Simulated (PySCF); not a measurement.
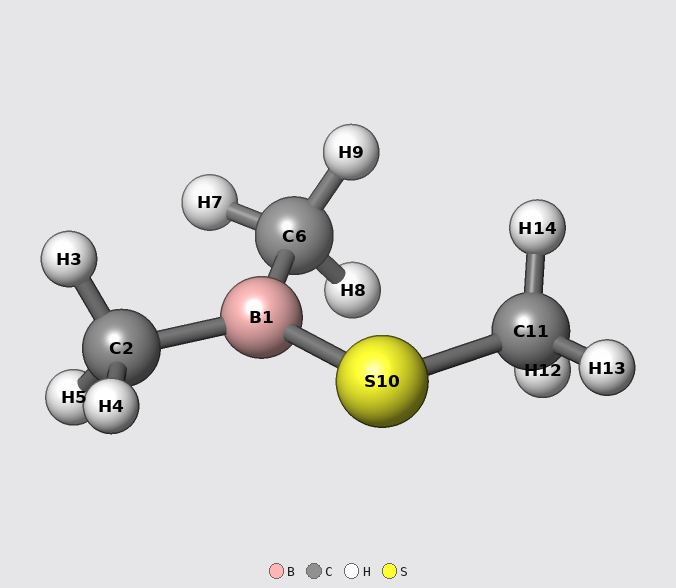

The geometry was computed by an optimisation with PBE0-D3(BJ)/def2-SVP. No frequency run is at hand to confirm it as a minimum. Level of theory: delta-SCF UKS SCAN, pcX-2 on the ionised atom (unc-x2c-TZVPall on a metal), pcseg-1 elsewhere, spin-free X2C (PySCF 2.14.0).

Give the core-electron binding energies (to vacuum; p and d levels without spin–orbit splitting) of B1 1s, C2 1s, S10 1s, S10 2p, C11 1s.

| atom | level | binding energy (eV) |
| --- | --- | --- |
| B1 | 1s | 195.4 |
| C2 | 1s | 289.9 |
| S10 | 1s | 2476.7 |
| S10 | 2p | 169.2 |
| C11 | 1s | 291.2 |
